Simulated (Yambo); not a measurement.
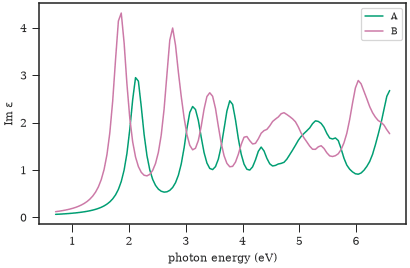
*Two computed absorption spectra of ZnO (space group P4_2/mnm, No. 136) (Yambo, PBEsol bands with the same scissor, field along x)*

Axes are Cartesian, with cell vectors (Å) (5.52, 0.00, 0.00), (0.00, 5.52, 0.00), (0.00, 0.00, 3.26).

Question: Which curve includes the electron-hole attraction (BSE)?

Answer: Curve B: the attraction moves weight to lower energy (centre of the plotted range 4.0 eV against 4.2 eV). Settings: 4×4×8 mesh, 17 valence and 4 conduction bands, static screening with 88 bands and a 3 Ry block, scissor 1.19 eV, Tamm-Dancoff. The scissor comes from a G0W0 run whose convergence isn't established. Broadening 0.15 eV. The band window holds all transitions up to 6.6 eV. On this mesh the peak heights and the fine structure are mesh artefacts; only the shift of weight is robust.

Geometry of the Materials Project entry, not relaxed at this level; primitive cell a = b = 5.518 Å, c = 3.259 Å, α = β = γ = 90.00°.

This is not the ordinary phase of the substance; no match was found in the copy of COD used, and its stability was not checked.

With a shallow 3d shell G0W0 needs far more bands and larger blocks than here, so the scissor is uncertain by tenths of an eV or more.
